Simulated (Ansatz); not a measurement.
## Ligand exchange: Cd(CH3)2 + H2S2 → Cd(CH3)(SH) + CH4S

Species: Cd(CH3)2, singlet; H2S2 `SS`, singlet; Cd(CH3)(SH), singlet; CH4S (methanethiol) `CS`, singlet. The partners trade CH3 for SH: Cd–CH3 and S–SH bonds give way to Cd–SH and S–CH3.

Shapes, held fixed at every level: PBE0-D4/def2-TZVP. Flexible molecules stand in one conformer, not always the lowest. Programs: Ansatz 0.2.0. Electronic energies: no zero-point or thermal term.

| level | kind | ΔE (kJ/mol) | less CCSD(T)/def2-TZVPP |
| --- | --- | --- | --- |
| HF/def2-SVP | Hartree–Fock | -144.2 | -38.6 |
| HF/def2-TZVPP | Hartree–Fock | -131.9 | -26.3 |
| SPW92/def2-TZVPP | LDA | -94.7 | +10.9 |
| r2SCAN-D4/def2-TZVPP | meta-GGA | -105.4 | +0.2 |
| B3LYP-D4/def2-TZVPP | global hybrid | -103.2 | +2.4 |
| r2SCAN0-D4/def2-TZVPP | global hybrid | -110.6 | -5.0 |
| CCSD/def2-TZVPP | coupled cluster or CI | -108.8 | -3.2 |
| CCSD(T)/def2-TZVPP | coupled cluster or CI | -105.6 | 0.0 |

The highest level, CCSD(T)/def2-TZVPP, gives ΔE = -105.6 kJ/mol; the levels span -144.2 to -94.7. The column of differences is taken from that level and isn't an error. No measured value is set beside it here. For atoms past krypton def2 sets carry core potentials with scalar relativity. Outer-core shells of Cd are correlated in most correlated rows, in sets that cover them unevenly.

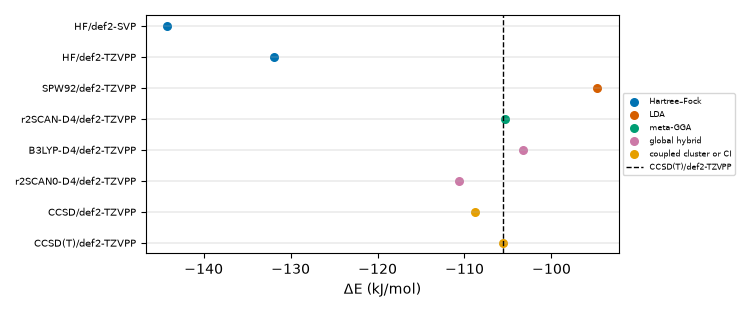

The values of the table, level by level.
